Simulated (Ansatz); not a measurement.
## What a change does: single-point calculation on Si$_{2}$H$_{5}$F$_{3}$

System: Si$_{2}$H$_{5}$F$_{3}$.
Method of run A: RKS r2SCAN-D4/def2-TZVPP (Ansatz 0.2.0).

The geometry comes from this level: PBE0-D4/def2-TZVP. Text and figures count atoms from 1; the logs count them from 0 in places.

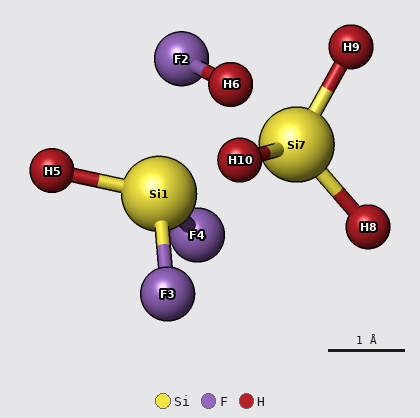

Figure 1. The input geometry (ball-and-stick view, seen at a tilt; atoms are numbered from 1 in the order of the input). Bond lengths as drawn: F–H 1.17 Å, F–Si 1.58 to 1.62 Å and H–Si 1.46 to 1.49 Å.

Input file, run A:
```yaml
crystal:
  periodic: [false, false, false]
  atoms:
    - {symbol: Si, position_ang: [-0.258738, -1.179060, -0.038152]}
    - {symbol: F, position_ang: [1.574697, -1.055543, -0.594243]}
    - {symbol: F, position_ang: [-1.742826, -0.716622, 0.405205]}
    - {symbol: F, position_ang: [0.189853, -1.992279, 1.242806]}
    - {symbol: H, position_ang: [-0.551901, -1.931907, -1.259644]}
    - {symbol: H, position_ang: [1.051568, -0.035290, -0.347671]}
    - {symbol: Si, position_ang: [-0.009325, 1.391372, 0.101947]}
    - {symbol: H, position_ang: [-0.417344, 1.560965, 1.513375]}
    - {symbol: H, position_ang: [1.230143, 2.172074, -0.168023]}
    - {symbol: H, position_ang: [-1.066027, 1.786289, -0.855599]}
basis:
  gaussian: {orbitals: def2-TZVPP}
hamiltonian: {xc: r2scan, dispersion: d4}
```

Launched with:
```bash
ansatz run in.yaml --threads 8 --pin off --events-out ev --progress --plain --max-ram 19148MiB
```

Hardware: 8 threads of Intel Xeon @ 2.50GHz, 31 GiB of memory available, shared host.

Output (run A):
```
Functional definition: r2SCAN
  parameter k0 = 0.174
  parameter k1 = 0.065
  parameter a1 = 4.9479
  exchange = r2scan_x(k0 = k0, k1 = k1, a1 = a1)
  correlation = r2scan_c
1339 factors; their error is unknown
mean field evaluation 1: about -23985.3715 eV, gradient 5.3e1 eV
mean field evaluation 2: about -23976.9849 eV, gradient 9.4e1 eV
mean field evaluation 4: about -23989.0302 eV, gradient 5.1e0 eV
mean field evaluation 8: about -23989.0674 eV, gradient 2.2e-1 eV
mean field evaluation 16: about -23989.0312 eV, gradient 2.3e-4 eV
mean field -23989.03121725 eV, -881.5806368844 hartree, gradient 5.0e-5 eV, S^2 0.000000; 0 other end points of the search recorded, 0 dependent functions left out
reference -23989.03122946 eV, -881.5806373333 hartree; 30, 30 occupied and 217, 217 virtual orbitals, 1339 factors
Total energy: -23989.07888382 eV, -881.5823885986 hartree
```

For run B the input was changed thus:
```diff
-    - {symbol: Si, position_ang: [-0.258738, -1.179060, -0.038152]}
-    - {symbol: F, position_ang: [1.574697, -1.055543, -0.594243]}
-    - {symbol: F, position_ang: [-1.742826, -0.716622, 0.405205]}
-    - {symbol: F, position_ang: [0.189853, -1.992279, 1.242806]}
-    - {symbol: H, position_ang: [-0.551901, -1.931907, -1.259644]}
-    - {symbol: H, position_ang: [1.051568, -0.035290, -0.347671]}
-    - {symbol: Si, position_ang: [-0.009325, 1.391372, 0.101947]}
-    - {symbol: H, position_ang: [-0.417344, 1.560965, 1.513375]}
-    - {symbol: H, position_ang: [1.230143, 2.172074, -0.168023]}
-    - {symbol: H, position_ang: [-1.066027, 1.786289, -0.855599]}
+    - {symbol: Si, position_ang: [-0.815385, -0.965095, 0.172167]}
+    - {symbol: F, position_ang: [2.533739, -0.149287, -0.733546]}
+    - {symbol: F, position_ang: [-1.150765, -1.436391, 1.654238]}
+    - {symbol: F, position_ang: [0.490668, -1.810236, -0.264758]}
+    - {symbol: H, position_ang: [-1.908935, -1.439238, -0.706266]}
+    - {symbol: H, position_ang: [2.028020, -0.918987, -0.620297]}
+    - {symbol: Si, position_ang: [-0.343030, 1.328996, 0.130310]}
+    - {symbol: H, position_ang: [-1.598214, 2.022694, 0.525692]}
+    - {symbol: H, position_ang: [0.737776, 1.644928, 1.093569]}
+    - {symbol: H, position_ang: [0.026224, 1.722618, -1.251110]}
```

Predict how the results change.

With the same method and basis, run B lies 30.0 kcal/mol lower.

Output (run B):
```
Functional definition: r2SCAN
  parameter k0 = 0.174
  parameter k1 = 0.065
  parameter a1 = 4.9479
  exchange = r2scan_x(k0 = k0, k1 = k1, a1 = a1)
  correlation = r2scan_c
1339 factors; their error is unknown
mean field evaluation 1: about -23986.2786 eV, gradient 5.5e1 eV
mean field evaluation 2: about -23979.1912 eV, gradient 9.2e1 eV
mean field evaluation 4: about -23990.3467 eV, gradient 3.8e0 eV
mean field evaluation 8: about -23990.3663 eV, gradient 8.7e-2 eV
mean field evaluation 16: about -23990.3308 eV, gradient 3.9e-5 eV
mean field -23990.33080560 eV, -881.6283958755 hartree, gradient 3.9e-5 eV, S^2 0.000000; 0 other end points of the search recorded, 0 dependent functions left out
reference -23990.33081777 eV, -881.6283963229 hartree; 30, 30 occupied and 217, 217 virtual orbitals, 1339 factors
Total energy: -23990.37772751 eV, -881.6301202241 hartree
```

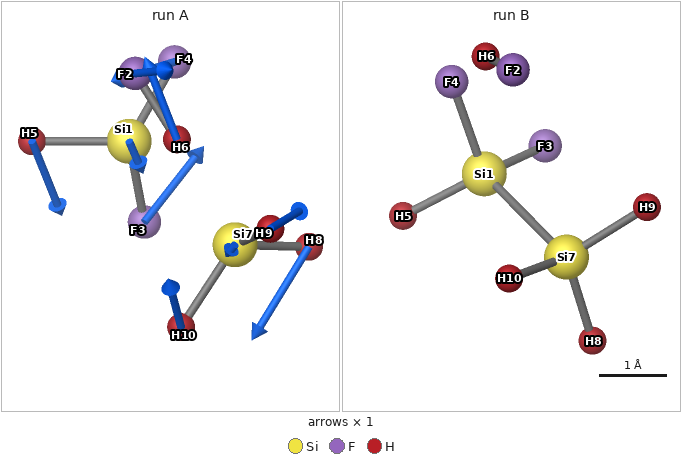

Figure 2. The two input geometries at one scale (ball-and-stick view, seen at a tilt). The blue arrows on the first give the shifts of the atoms after the best rigid fit, at true length. The atom that moves furthest after the best rigid fit is H8 (1.66 Å). Largest moves by element: H 1.66 Å, F 1.58 Å, Si 0.69 Å. Among the contacts that change: F2–H6 1.173 → 0.928 Å, Si1–Si7 2.586 → 2.343 Å, Si1–F4 1.582 → 1.616 Å, Si1–F3 1.616 → 1.591 Å.

The two runs side by side:

| quantity | run A | run B |
| --- | --- | --- |
| outcome | converged | converged |
| total energy (hartree) | −881.582389 | −881.630120 |
| basis functions | 247 | 247 |
| wall time (shared host) | 1.9 s | 1.5 s |
